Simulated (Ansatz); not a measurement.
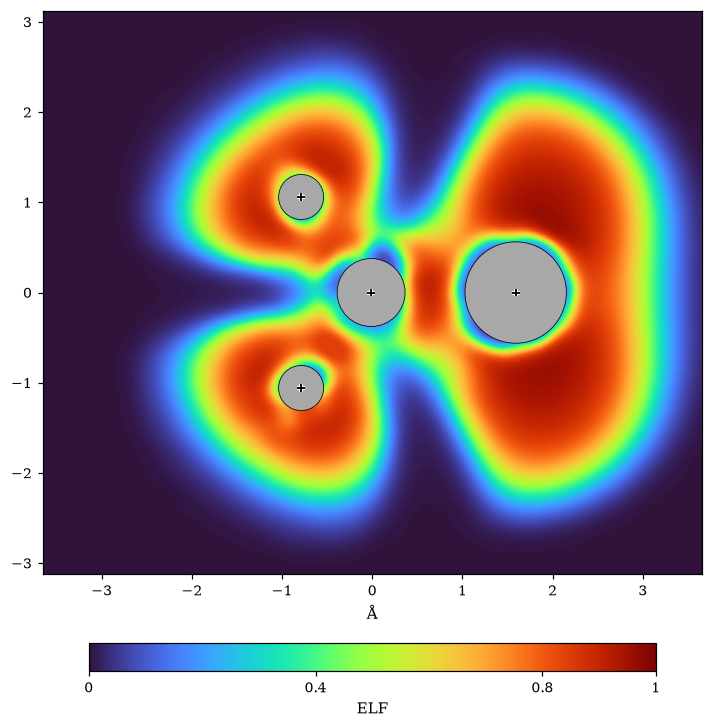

The ELF on a plane through atoms (crosses mark nuclei in the plane; grey discs cover the cores).

Method: isolated molecule in a Gaussian basis; Kohn-Sham density functional theory, functional PBE0 (Ansatz).

Candidates:
A. CF₂S
B. C₂H₇N
C. ClILiOSi (charge +1)

**Which candidate gave the map?**

Candidate A: CF₂S on the molecular plane, which holds C, F and S. C–F (1.31 Å): the ELF peaks at about 0.85 between the atoms, as expected for a polar covalent bond. C–S (1.60 Å): the ELF peaks at about 0.90 between the atoms: localised, covalent bonding.
